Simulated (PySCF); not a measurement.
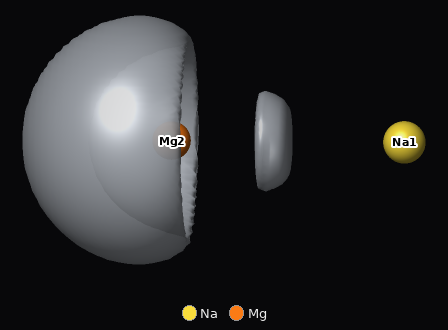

Figure. NaMg (charge −1). Isosurface of the electron localisation function at 0.85 (grey), seen from one side. Core shells and regions of very low density are left out.

The calculation used PBE0/aug-cc-pVDZ(-PP), non-relativistic Hamiltonian with scalar-relativistic core potentials where named, at a bond length of 3.749 Å (PySCF 2.14.0).

Question: What do the ELF domains correspond to?

Answer: The ELF exceeds this value in two regions wrapped around Mg (the valence shell of each). Profiles from the grid: Na–Mg (3.75 Å): the ELF peaks at about 0.90 between the atoms.
